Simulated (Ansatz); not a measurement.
**the pair HS2···H at 6 levels**

We compute a comparison of 6 runs (BLYP/STO-3G, PBE/STO-3G, UB3LYP/STO-3G, CCSDT(Q)/STO-3G, CCSDT/STO-3G, CCSD/STO-3G) of the pair HS2···H. 

Program for the calculation: Ansatz 0.2.0.

29 further runs of the same task are left out: 29 set aside as unsound or not needed.

## (1) Starting point

The species is H2S2 (4 atoms), meant as a singlet with charge 0. The H4–S2 distance was set to 3.350 Å, away from the relaxed value.

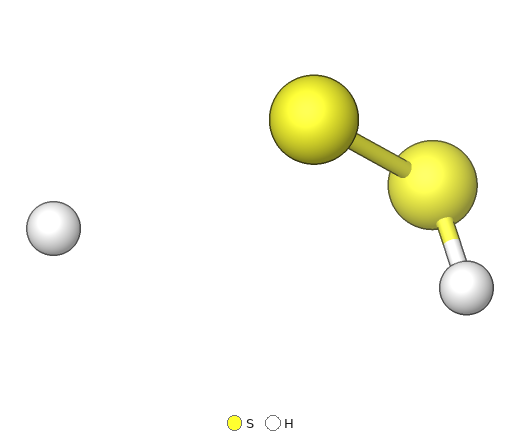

The structure, seen from a chosen angle (sulfur yellow, hydrogen white).

## (2) A single-point energy at BLYP/STO-3G (run 1)

Input file in.yaml:

```yaml
crystal:
  periodic: [false, false, false]
  atoms:
    - {symbol: S, position_ang: [-1.275679, 0.756218, -2.202434]}
    - {symbol: S, position_ang: [-1.270809, 1.985548, -0.567814]}
    - {symbol: H, position_ang: [-0.141419, 1.190188, -2.768224]}
    - {symbol: H, position_ang: [0.143010, -0.127830, 1.612990]}
basis:
  gaussian: {orbitals: STO-3G}
hamiltonian: {xc: {name: BLYP}}
accuracy: high
```

Launch:

```bash
$ ansatz run in.yaml --threads 1 --pin off --max-ram 2610MiB --events-out events.jsonl --progress --plain --runs-dir runs
```

The log of the run:

```text
Warning: RAYON_NUM_THREADS=1 ignored (pool sized by the plan → 1); use --threads N
Functional definition: BLYP
  name "BLYP"
  parameter beta = 0.0042
  parameter a = 0.04918
  parameter b = 0.132
  parameter c = 0.2533
  parameter d = 0.349
  exchange = b88_x(beta = beta)
  correlation = lyp_c(a = a, b = b, c = c, d = d)
338 factors; integrals over basis functions are off by at most 1.6e-8 eV
mean field evaluation 1: about -21444.8959 eV, gradient 2.2e1 eV
mean field evaluation 2: about -21439.1343 eV, gradient 2.8e1 eV
mean field evaluation 4: about -21443.3898 eV, gradient 2.4e1 eV
mean field evaluation 8: about -21454.8891 eV, gradient 1.8e-1 eV
mean field evaluation 16: about -21453.0746 eV, gradient 9.5e0 eV
mean field -21454.88978107 eV, -788.4526568077 hartree, gradient 8.2e-9 eV, S^2 0.000000; 1 other end points of the search recorded, 0 dependent functions left out
reference -21454.88981974 eV, -788.4526582287 hartree; 17, 17 occupied and 3, 3 virtual orbitals, 338 factors
Total energy: -21454.88981974 eV, -788.4526582287 hartree
```

Wall time 1.9 s (1 thread of Arm Neoverse V1, shared host).

## (3) A single-point energy at PBE/STO-3G (run 2)

Changes to in.yaml since step 2:

```diff
@@ -9,3 +9,4 @@
   gaussian: {orbitals: STO-3G}
-hamiltonian: {xc: {name: BLYP}}
+total_charge: 0
+hamiltonian: {xc: pbe}
 accuracy: high
```

Launch:

```bash
$ ansatz run in.yaml --threads 1 --pin off --max-ram 2610MiB --events-out events.jsonl --progress --plain --runs-dir runs
```

The log of the run:

```text
Warning: RAYON_NUM_THREADS=1 ignored (pool sized by the plan → 1); use --threads N
Functional definition: PBE
  name "PBE"
  parameter kappa = 0.804
  parameter beta = 0.06672455060314922
  exchange = pbe_x(kappa = kappa, mu = beta*pi^2/3)
  correlation = pbe_c(beta = beta)
338 factors; integrals over basis functions are off by at most 1.6e-8 eV
mean field evaluation 1: about -21436.8095 eV, gradient 2.2e1 eV
mean field evaluation 2: about -21431.6316 eV, gradient 2.8e1 eV
mean field evaluation 4: about -21435.0381 eV, gradient 2.4e1 eV
mean field evaluation 8: about -21446.9003 eV, gradient 2.4e-1 eV
mean field evaluation 16: about -21445.7858 eV, gradient 1.2e0 eV
mean field -21446.90148905 eV, -788.1590924906 hartree, gradient 1.8e-8 eV, S^2 0.000000; 0 other end points of the search recorded, 0 dependent functions left out
reference -21446.90149086 eV, -788.1590925571 hartree; 17, 17 occupied and 3, 3 virtual orbitals, 338 factors
Total energy: -21446.90149086 eV, -788.1590925571 hartree
```

It took 1 s on 1 thread of Arm Neoverse V1, shared host.

Runs 3 to 5 aren't shown in full; the table further down has their settings and results.

## (4) A single-point energy at CCSD/STO-3G (run 6)

Input file run.yaml:

```yaml
crystal:
  periodic: [false, false, false]
  atoms:
    - {symbol: S, position_ang: [-1.275679, 0.756218, -2.202434]}
    - {symbol: S, position_ang: [-1.270809, 1.985548, -0.567814]}
    - {symbol: H, position_ang: [-0.141419, 1.190188, -2.768224]}
    - {symbol: H, position_ang: [0.143010, -0.127830, 1.612990]}
basis:
  gaussian: {orbitals: STO-3G}
correlation: {method: ccsd, frozen_orbitals: {H: 0, S: 5}}
accuracy: high
scf: {omitted_lower_state_checks: [cluster_reference, increment]}
```

Launch:

```bash
$ ansatz run run.yaml --threads 1 --pin off --max-ram 2610MiB --events-out events.jsonl --progress --plain --runs-dir runs
```

The log of the run:

```text
Warning: RAYON_NUM_THREADS=1 ignored (pool sized by the plan → 1); use --threads N
[... 12 lines left out ...]
10 core orbitals not correlated: weight in the atoms' cores, before any rotation towards them, 1.000 or more for the frozen orbitals, at most 0.000 for the correlated occupied ones
[... 43 lines left out ...]
WARN: these amplitudes may be one of several solutions (largest doubles amplitude 0.88, level shift 13.67 eV)
Total energy: -21426.78094326 eV, -787.4196760710 hartree
Checks for a lower state left out: cluster_reference, increment
```

It took 0.22 s on 1 thread of Arm Neoverse V1, shared host.

## (5) The series

```csv
run,level,frozen core orbitals,energy (Eh),wall time
1,BLYP/STO-3G,–,-788.452658,1.9 s
2,PBE/STO-3G,–,-788.159093,1 s
3,UB3LYP/STO-3G,–,-788.581003,3.6 s
4,CCSDT(Q)/STO-3G,10,-787.426606,0.32 s
5,CCSDT/STO-3G,10,-787.425912,0.3 s
6,CCSD/STO-3G,10,-787.419676,0.22 s
```

## (6) What came out

| quantity | value |
| --- | --- |
| run 6: total energy | -787.41968 Eh |
| run 6: correlation energy (10 core orbitals frozen) | -265.9 mEh |
| run 6: T1 diagnostic | 0.026 |

What this shows: Totals of different functionals can't be ranked against each other. In runs 4, 5, 6 the log says that unrestricted orbitals would lower the reference, so the values rest on an unstable closed-shell determinant (other closed-shell runs at this shape may share the fault). In runs 1, 2, 3, 4, 5, 6 the basis is minimal, so the values are rough. In runs 1, 2, 6 a closed-shell determinant meets a far-stretched bond, which it describes badly. Spin contamination of the reference: run 3 ⟨S²⟩ = 0.99. Where it is this large, the reference is a mixture of spin states, and values that rest on it are in doubt. All runs together took 7.4 s, the longest 3.6 s.
